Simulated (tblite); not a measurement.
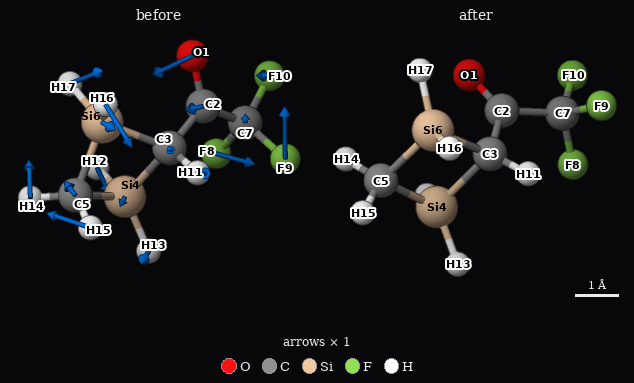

The structure of C$_{4}$H$_{7}$F$_{3}$OSi$_{2}$ before (left) and after (right) a relaxation, at one scale. The blue arrows give the displacements, at their true length.

A ball-and-stick model, seen at a tilt.

All numbers below come from GFN2-xTB geometry optimisation, gas phase (tblite). 

### What changed between the two?

After 150 geometry steps the energy has fallen by 26.1 kcal/mol. The largest move after the best rigid fit is that of O1, 1.49 Å. By element the largest moves are O 1.49 Å, H 1.44 Å, F 1.36 Å, C 0.57 Å, Si 0.53 Å. Some distances before and after: C3–Si6 1.850 → 1.935 Å, C3–Si4 1.885 → 1.967 Å, C2–C7 1.482 → 1.553 Å, C7–F10 1.390 → 1.332 Å. Among the angles between lasting bonds that change: O1–C2–C3 114.9° → 126.8°, C3–C2–C7 123.0° → 113.9°, C5–Si6–H17 107.7° → 116.3°. Groups turn about C2–C3 by about 50°, C3–Si6 by about 40°, C3–Si4 by about 40°. The run took 2.5 s on 1 thread of Arm Neoverse N1, on a shared host.
